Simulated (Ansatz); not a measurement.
# Cl2F2Ge: what the fields show

The calculation's input:

```
crystal:
  periodic: [false, false, false]
  atoms:
    - { symbol: Ge, position_ang: [0.0, 0.0, 0.0] }
    - { symbol: F, position_ang: [0.0, 0.0, 1.68] }
    - { symbol: Cl, position_ang: [2.0935, 0.0, -0.7393] }
    - { symbol: F, position_ang: [-0.7913, 1.3709, -0.5594] }
    - { symbol: Cl, position_ang: [-1.0456, -1.8115, -0.7393] }
basis:
  gaussian: { orbitals: def2-SVP }
hamiltonian:
  xc: pbe0
  dispersion: d4
relax:
  f_tol: 0.02
  max_steps: 40
output:
  orbitals: {}
```

Launched as:

```sh
ansatz run input.yaml --threads 2 --pin off --max-ram 3072MiB --backend cpu --events-out ev --progress --plain --runs-dir out
```

The fields are those of the run's last geometry, not of the input's.

Level of theory: RKS PBE0-D4/def2-SVP (Ansatz).

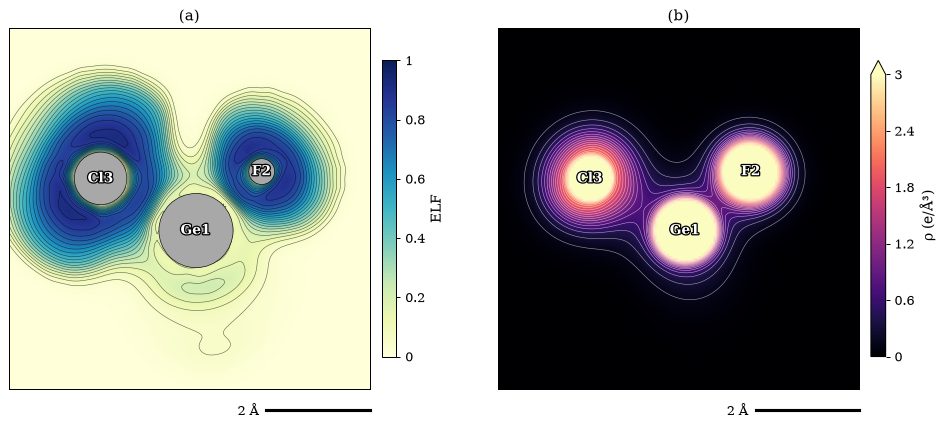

Figure 1. (a) electron localisation function; (b) total electron density on the plane of atoms F2, Ge1 and Cl3. Grey discs cover the atomic cores in the ELF map.

### What do the fields say about this system?

- The section cuts through Ge, F and Cl sites.
- Ge–F (1.71 Å): ρ is about 0.97 e/Å³ halfway; the ELF peaks at about 0.80 in the valence shell of F, 0.5 Å from its nucleus, and is about 0.20 at the midpoint.
- Ge–Cl (2.11 Å): ρ at the midpoint is about 0.8 e/Å³; the ELF peaks at about 0.85 in the valence shell of Cl, 0.9 Å from its nucleus, and is about 0.65 at the midpoint.
- The ELF also peaks beside Cl3 and F2, away from the bonds: lone-pair regions.

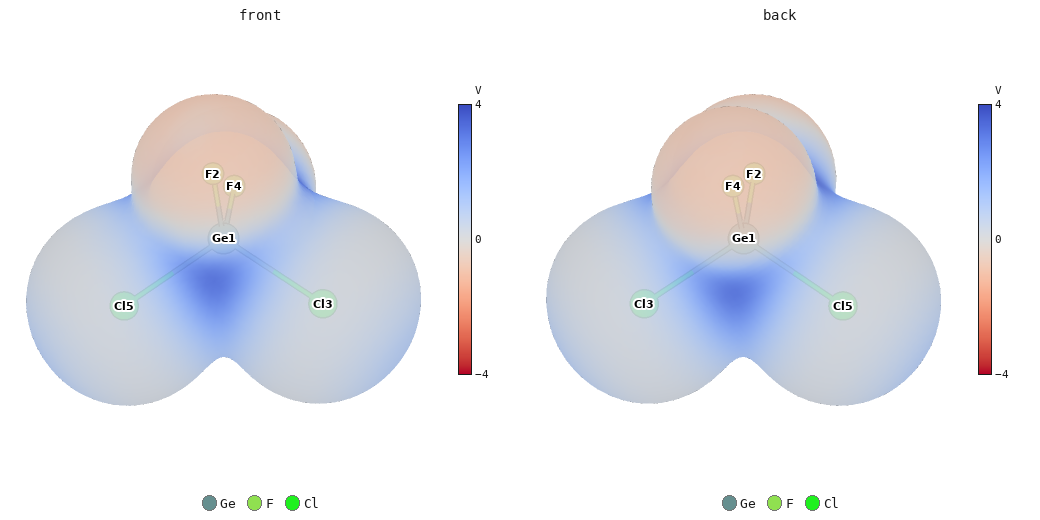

Figure 2. The molecular electrostatic potential painted on the density surface at 0.004 e/bohr³, seen from the front and from behind; the colour scale runs from red (negative) to blue (positive).

### Describe the electrostatic potential map.

The most negative region (about −0.8 V) lies over F2 and F4, the most positive (about +3.1 V) over Ge1. Cl3 shows a σ-hole: about +0.9 V at the tip opposite its bond, against about +0.2 V on its flanks. Cl5 shows a σ-hole: about +0.9 V at the tip opposite its bond, against about +0.2 V on its flanks.

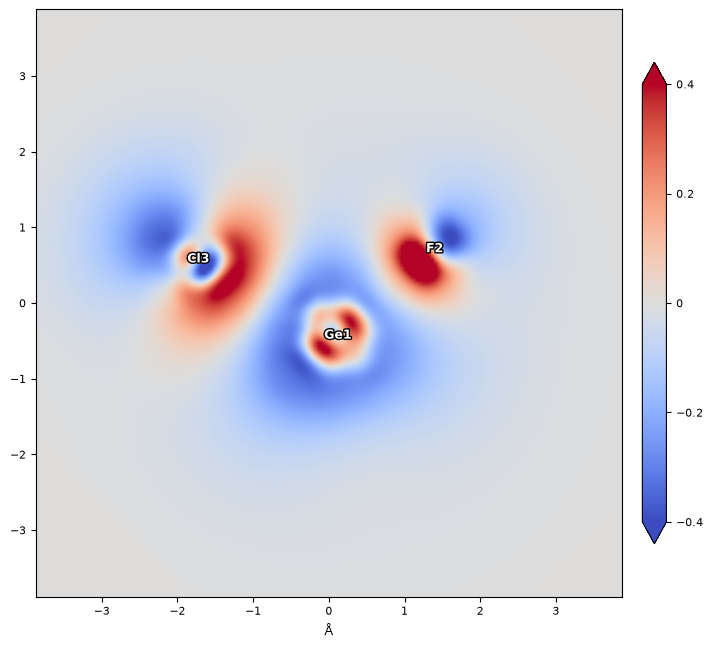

Figure 3. The LUMO on the plane of atoms F2, Ge1 and Cl3 (values in Å⁻³ᐟ²; the overall sign is arbitrary).

### Describe this orbital and give its energy.

It lies mainly on Ge1 (about 35 %), Cl3 (about 20 %), Cl5 (about 20 %), F2 (about 10 %) and F4 (about 10 %). Its energy is −1.86 eV.
